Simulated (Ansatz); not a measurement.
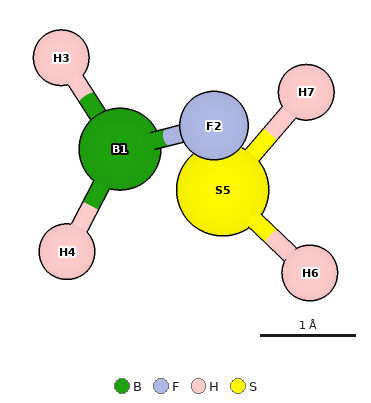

The structure as given in the input (ball-and-stick view, seen at a tilt; atoms are numbered from 1 in the order of the input). Bond lengths as drawn: B–F 1.36 Å, B–H 1.22 Å and H–S 1.35 Å.

## BH₄SF: nudged elastic band

The run: nudged elastic band of BH₄SF. Method and program: RKS PBE0/def2-SVP (Ansatz 0.2.0).

One setting was made poor on purpose. It belongs to a series of runs on one base structure; here: band between the two ends. Figures and captions count atoms from 1; the log counts them from 0 in places.

The input
```yaml
crystal:
  periodic: [false, false, false]
  atoms:
    - { symbol: B, position_ang: [-0.002121, 0.028181, 0.005911] }
    - { symbol: F, position_ang: [-0.582245, 0.490583, 1.143543] }
    - { symbol: H, position_ang: [1.196611, 0.206254, -0.112738] }
    - { symbol: H, position_ang: [-0.700221, -0.014492, -0.990848] }
    - { symbol: S, position_ang: [0.110582, -2.165262, 0.313185] }
    - { symbol: H, position_ang: [-1.15368, -2.389069, 0.736314] }
    - { symbol: H, position_ang: [0.603575, -2.185696, 1.571835] }
basis:
  gaussian: { orbitals: def2-SVP }
hamiltonian:
  xc: pbe0
neb:
  order_check: false
  images: 1
  f_tol: 0.05
  max_iterations: 60
  climbing: false
  final_atoms:
    - { symbol: B, position_ang: [0.14519203, -0.53062786, -0.40454938] }
    - { symbol: F, position_ang: [-0.15249804, 0.1046157, 2.15534727] }
    - { symbol: H, position_ang: [1.20515624, 0.03282311, -0.46464617] }
    - { symbol: H, position_ang: [-0.89519999, -0.03738935, -0.74288951] }
    - { symbol: S, position_ang: [0.2293242, -2.24657721, 0.10463424] }
    - { symbol: H, position_ang: [-1.0847206, -2.55894283, 0.02848553] }
    - { symbol: H, position_ang: [0.02524715, -0.79340255, 1.99082003] }
  initial_path:
    images:
      - { positions_ang: [[-0.002121, 0.028181, 0.005911], [-0.582245, 0.490583, 1.143543], [1.196611, 0.206254, -0.112738], [-0.700221, -0.014492, -0.990848], [0.110582, -2.165262, 0.313185], [-1.15368, -2.389069, 0.736314], [0.603575, -2.185696, 1.571835]] }
      - { positions_ang: [[0.08779298, -0.02596649, -0.02921729], [-0.01408103, 0.04996011, 1.63594241], [1.1497351, -0.12787634, -0.55633071], [-0.90155628, 0.02183997, -0.6886548], [-0.01971767, -2.0698769, 0.75000925], [-0.7826117, -2.86110057, -0.11716953], [-0.04706039, -1.01648078, 1.67262267]] }
      - { positions_ang: [[0.14519203, -0.53062786, -0.40454938], [-0.15249804, 0.1046157, 2.15534727], [1.20515624, 0.03282311, -0.46464617], [-0.89519999, -0.03738935, -0.74288951], [0.2293242, -2.24657721, 0.10463424], [-1.0847206, -2.55894283, 0.02848553], [0.02524715, -0.79340255, 1.99082003]] }
```

Hardware: 1 thread of Intel Xeon (Granite Rapids), 192 GiB of memory available, shared host.

Command:
```bash
ansatz run input.yaml --threads 1 --pin off --max-ram 2048MiB --backend cpu --events-out ev --progress --plain --runs-dir out
```

What the program printed
```
Engine: ansatz 0.2.0, x86_64-unknown-linux-gnu
Functional definition: PBE0
  parameter a = 0.25
  parameter kappa = 0.804
  parameter beta = 0.06672455060314922
  exchange = (1 - a)*pbe_x(kappa = kappa, mu = beta*pi^2/3) + a*exact_x
  correlation = pbe_c(beta = beta)
700 factors; integrals over basis functions are off by at most 4.0e-4 eV
mean field evaluation 1: about -14279.3162 eV, gradient 2.7e1 eV
mean field evaluation 2: about -14278.9986 eV, gradient 3.5e1 eV
mean field evaluation 4: about -14281.0805 eV, gradient 1.1e0 eV
mean field evaluation 8: about -14281.1172 eV, gradient 2.2e-2 eV
mean field -14281.11715759 eV, -524.8213754526 hartree, gradient 6.1e-5 eV, S^2 0.000000; 0 other end points of the search recorded, 0 dependent functions left out
the calculation of the forces begins
reference -14281.11718059 eV, -524.8213762976 hartree; 17, 17 occupied and 49, 49 virtual orbitals, 700 factors
702 factors; integrals over basis functions are off by at most 1.3e-3 eV
mean field evaluation 16: about -14280.4002 eV, gradient 2.5e0 eV
mean field -14280.44038386 eV, -524.7965044766 hartree, gradient 2.0e-5 eV, S^2 0.000000; 0 other end points of the search recorded, 0 dependent functions left out
the calculation of the forces begins
reference -14280.44040474 eV, -524.7965052439 hartree; 17, 17 occupied and 49, 49 virtual orbitals, 702 factors
NEB end point (image 0): max|allowed force component| = 2.557e-2 eV/Å (the criterion of neb.relax_end_points is 1.000e-2)
NEB end point (image 2): max|allowed force component| = 2.116e-2 eV/Å (the criterion of neb.relax_end_points is 1.000e-2)
701 factors; integrals over basis functions are off by at most 1.7e-3 eV
mean field evaluation 32: about -14277.9091 eV, gradient 7.1e-1 eV
mean field -14277.93651111 eV, -524.7044888504 hartree, gradient 3.8e-5 eV, S^2 0.000000; 0 other end points of the search recorded, 0 dependent functions left out
the calculation of the forces begins
reference -14277.93653239 eV, -524.7044896323 hartree; 17, 17 occupied and 49, 49 virtual orbitals, 701 factors
NEB iter   1: max|band force component| = 5.138e0 eV/Å  barrier→ = 3.1806 eV  barrier← = 2.5039 eV  Δτ_max = 0.2000 Å  (70 SCF iters)
these checks for a lower state are left out or cut short: starts, cluster_reference, orbital_swaps, neighbouring_geometries, increment
701 factors; integrals over basis functions are off by at most 1.5e-3 eV
mean field -14278.97264304 eV, -524.7425659965 hartree, gradient 9.5e-6 eV, S^2 0.000000; 0 other end points of the search recorded, 0 dependent functions left out
the calculation of the forces begins
reference -14278.97266419 eV, -524.7425667738 hartree; 17, 17 occupied and 49, 49 virtual orbitals, 701 factors
NEB iter   2: max|band force component| = 3.519e0 eV/Å  barrier→ = 2.1445 eV  barrier← = 1.4677 eV  Δτ_max = 0.2000 Å  (34 SCF iters)
these checks for a lower state are left out or cut short: starts, cluster_reference, orbital_swaps, neighbouring_geometries, increment
700 factors; integrals over basis functions are off by at most 1.2e-3 eV
mean field -14279.88925791 eV, -524.7762509715 hartree, gradient 9.2e-6 eV, S^2 0.000000; 0 other end points of the search recorded, 0 dependent functions left out
the calculation of the forces begins
reference -14279.88927901 eV, -524.7762517469 hartree; 17, 17 occupied and 49, 49 virtual orbitals, 700 factors
NEB iter   3: max|band force component| = 3.574e0 eV/Å  barrier→ = 1.2279 eV  barrier← = 0.5511 eV  Δτ_max = 0.1682 Å  (34 SCF iters)
these checks for a lower state are left out or cut short: starts, cluster_reference, orbital_swaps, neighbouring_geometries, increment
700 factors; integrals over basis functions are off by at most 8.4e-4 eV
mean field evaluation 64: about -14280.5471 eV, gradient 8.5e-6 eV
mean field -14280.54710709 eV, -524.8004264830 hartree, gradient 8.4e-6 eV, S^2 0.000000; 0 other end points of the search recorded, 0 dependent functions left out
the calculation of the forces begins
reference -14280.54712814 eV, -524.8004272567 hartree; 17, 17 occupied and 49, 49 virtual orbitals, 700 factors
NEB iter   4: max|band force component| = 1.602e0 eV/Å  barrier→ = 0.6768 eV  barrier← = 0.0000 eV  Δτ_max = 0.2000 Å  (28 SCF iters)
these checks for a lower state are left out or cut short: starts, cluster_reference, orbital_swaps, neighbouring_geometries, increment
700 factors; integrals over basis functions are off by at most 7.1e-4 eV
mean field -14280.69080631 eV, -524.8057073321 hartree, gradient 2.3e-5 eV, S^2 0.000000; 0 other end points of the search recorded, 0 dependent functions left out
the calculation of the forces begins
reference -14280.69082720 eV, -524.8057080997 hartree; 17, 17 occupied and 49, 49 virtual orbitals, 700 factors
NEB iter   5: max|band force component| = 5.148e-1 eV/Å  barrier→ = 0.6768 eV  barrier← = 0.0000 eV  Δτ_max = 0.0772 Å  (28 SCF iters)
these checks for a lower state are left out or cut short: starts, cluster_reference, orbital_swaps, neighbouring_geometries, increment
700 factors; integrals over basis functions are off by at most 7.0e-4 eV
mean field -14280.73568199 eV, -524.8073564827 hartree, gradient 1.1e-5 eV, S^2 0.000000; 0 other end points of the search recorded, 0 dependent functions left out
the calculation of the forces begins
reference -14280.73570298 eV, -524.8073572540 hartree; 17, 17 occupied and 49, 49 virtual orbitals, 700 factors
NEB iter   6: max|band force component| = 2.559e-1 eV/Å  barrier→ = 0.6768 eV  barrier← = 0.0000 eV  Δτ_max = 0.0428 Å  (29 SCF iters)
these checks for a lower state are left out or cut short: starts, cluster_reference, orbital_swaps, neighbouring_geometries, increment
700 factors; integrals over basis functions are off by at most 6.9e-4 eV
mean field -14280.74789475 eV, -524.8078052937 hartree, gradient 1.0e-5 eV, S^2 0.000000; 0 other end points of the search recorded, 0 dependent functions left out
the calculation of the forces begins
reference -14280.74791583 eV, -524.8078060683 hartree; 17, 17 occupied and 49, 49 virtual orbitals, 700 factors
NEB iter   7: max|band force component| = 1.632e-1 eV/Å  barrier→ = 0.6768 eV  barrier← = 0.0000 eV  Δτ_max = 0.0099 Å  (29 SCF iters)
these checks for a lower state are left out or cut short: starts, cluster_reference, orbital_swaps, neighbouring_geometries, increment
700 factors; integrals over basis functions are off by at most 6.9e-4 eV
mean field -14280.74631627 eV, -524.8077472855 hartree, gradient 1.0e-5 eV, S^2 0.000000; 0 other end points of the search recorded, 0 dependent functions left out
the calculation of the forces begins
reference -14280.74633738 eV, -524.8077480612 hartree; 17, 17 occupied and 49, 49 virtual orbitals, 700 factors
700 factors; integrals over basis functions are off by at most 6.9e-4 eV
mean field evaluation 96: about -14278.9311 eV, gradient 2.7e1 eV
mean field -14280.74631627 eV, -524.8077472855 hartree, gradient 1.0e-5 eV, S^2 0.000000; 1 other end points of the search recorded, 0 dependent functions left out
the calculation of the forces begins
reference -14280.74633738 eV, -524.8077480612 hartree; 17, 17 occupied and 49, 49 virtual orbitals, 700 factors
NEB iter   8: max|band force component| = 3.127e-2 eV/Å  barrier→ = 0.6768 eV  barrier← = 0.0000 eV  Δτ_max = 0.0000 Å  (55 SCF iters)
```

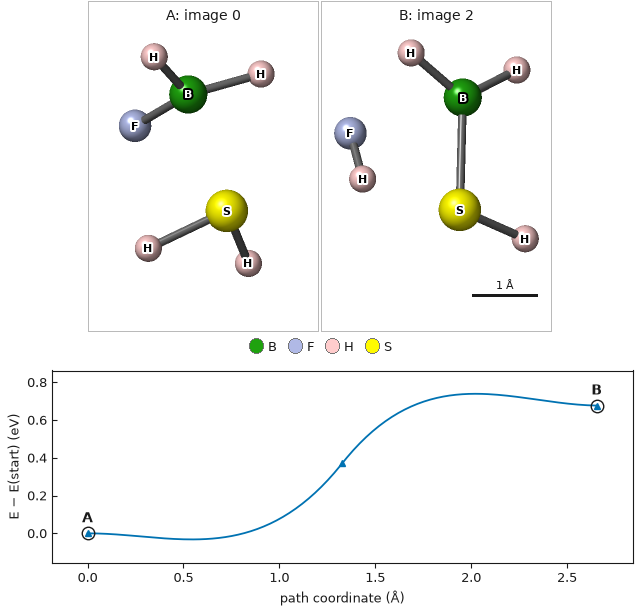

Images of the last band (counted from 0; ball-and-stick, seen at a tilt) above the energy along the path; the line is a cubic interpolation that uses the forces. No image lies above both ends; the end is 0.677 eV above the start. The path is 2.66 Å long. The band converged in 8 iterations.

```
Total energy: -14280.44040474 eV, -524.7965052439 hartree
Atom 0 at     0.145192    -0.530628    -0.404549 Å, force     0.017395     0.001296     0.003661 eV/Å
Atom 1 at    -0.152498     0.104616     2.155347 Å, force     0.004075    -0.018458    -0.000507 eV/Å
Atom 2 at     1.205156     0.032823    -0.464646 Å, force    -0.010340    -0.003779     0.000647 eV/Å
Atom 3 at    -0.895200    -0.037389    -0.742890 Å, force    -0.004089    -0.003485    -0.000938 eV/Å
Atom 4 at     0.229324    -2.246577     0.104634 Å, force    -0.010627    -0.000009    -0.004710 eV/Å
Atom 5 at    -1.084721    -2.558943     0.028486 Å, force     0.007640     0.003271     0.000515 eV/Å
Atom 6 at     0.025247    -0.793403     1.990820 Å, force    -0.004055     0.021164     0.001333 eV/Å
Dipole moment:    -0.145273    -0.368642    -0.122027 e Å
this run last wrote the band of iteration 8 to [file]
```

The last band as extended XYZ (Å, eV, eV/Å)
```
7
Properties=species:S:1:pos:R:3:forces:R:3 image=0 energy=-14281.11716
B    -0.0021    0.0282    0.0059    0.0061   0.0256   0.0010
F    -0.5822    0.4906    1.1435    0.0012  -0.0136  -0.0061
H     1.1966    0.2063   -0.1127   -0.0009  -0.0039   0.0000
H    -0.7002   -0.0145   -0.9908    0.0003  -0.0064   0.0002
S     0.1106   -2.1653    0.3132   -0.0096   0.0061   0.0056
H    -1.1537   -2.3891    0.7363   -0.0010  -0.0064  -0.0001
H     0.6036   -2.1857    1.5718    0.0040  -0.0014  -0.0007
7
Properties=species:S:1:pos:R:3:forces:R:3 image=1 energy=-14280.74632
B     0.0868   -0.1250    0.0357   -0.1057   0.5514   0.5905
F    -0.1599    0.2902    1.3829    0.0970   0.1894  -0.9687
H     1.1970    0.1115   -0.3880    0.0006   0.0793   0.0662
H    -0.8682   -0.0711   -0.7131    0.0291   0.0159   0.0730
S     0.2565   -2.1945    0.4873   -0.0564   0.0492   0.4296
H    -1.0189   -2.5608    0.2108    0.0369   0.0588   0.2496
H    -0.0209   -1.4799    1.6516   -0.0016  -0.9440  -0.4403
7
Properties=species:S:1:pos:R:3:forces:R:3 image=2 energy=-14280.44038
B     0.1452   -0.5306   -0.4045    0.0174   0.0013   0.0037
F    -0.1525    0.1046    2.1553    0.0041  -0.0185  -0.0005
H     1.2052    0.0328   -0.4646   -0.0103  -0.0038   0.0006
H    -0.8952   -0.0374   -0.7429   -0.0041  -0.0035  -0.0009
S     0.2293   -2.2466    0.1046   -0.0106   0.0000  -0.0047
H    -1.0847   -2.5589    0.0285    0.0076   0.0033   0.0005
H     0.0252   -0.7934    1.9908   -0.0041   0.0212   0.0013
```

Results in brief

| quantity | value |
| --- | --- |
| outcome | converged |
| barrier, forward | 0.677 eV |
| barrier, backward | 0.000 eV |
| wall time | 11 s |
| peak memory | 0.13 GiB |

Notes

A deliberately poor setting: few images. The order of the saddle point was not checked.
